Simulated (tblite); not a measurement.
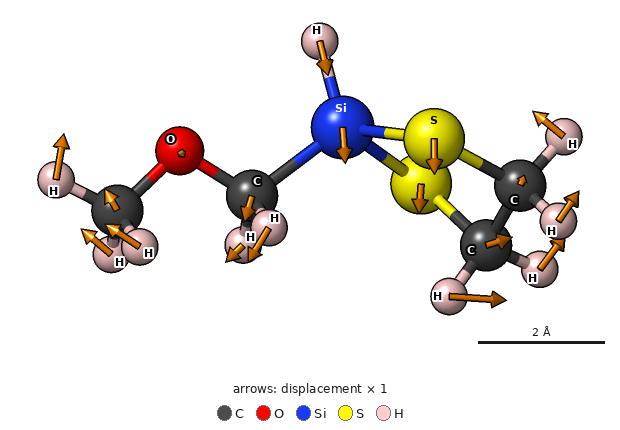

A relaxation of C₄H₁₀OS₂Si. The starting structure is drawn; orange arrows show the displacements, at their true length. The two geometries are superimposed by the best rigid fit.

A ball-and-stick model, seen face on.

Computed with GFN2-xTB geometry optimisation, gas phase (tblite 0.8.0). 

Which element moves most?

Hydrogen: up to 0.95 Å, against 0.61 Å for silicon.

What happened in the run?

The largest move after the best rigid fit is that of an H atom, 0.95 Å. By element the largest moves are H 0.95 Å, Si 0.61 Å, S 0.61 Å, C 0.47 Å, O 0.15 Å. Near-neighbour distances that change, for instance: C–Si 1.859 → 1.897 Å, C–H 1.127 → 1.089 Å, C–O 1.376 → 1.411 Å, C–C 1.486 → 1.510 Å. Bond angles that change, for instance: O–C–Si 112.6° → 103.2°, C–O–C 105.9° → 113.1°, Si–C–H 106.3° → 113.1°. Groups turn about S–Si by about 30°, S–Si by about 25°. The energy falls by 43.2 kJ/mol in 78 geometry steps. The run took 1.3 s on 1 thread of Arm Neoverse N1, on a shared host.
